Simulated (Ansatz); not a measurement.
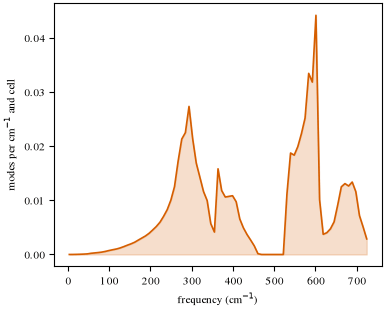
Fig. 1. Phonon density of states of rock salt TiC; finite displacements on a 8×8×8 mesh, PBEsol density-functional theory in Ansatz (plane waves, PAW), k mesh 16×16×16, methfessel-paxton smearing of 0.15 eV

Q: Where is the tallest peak, and is there a gap in the spectrum?

A: The tallest peak lies near 600 cm⁻¹. There is at least one gap; the lowest begins near 470 cm⁻¹.

The PAW data sets were generated under PBE and serve the other functionals too.

Ansatz is a program for electronic structure.
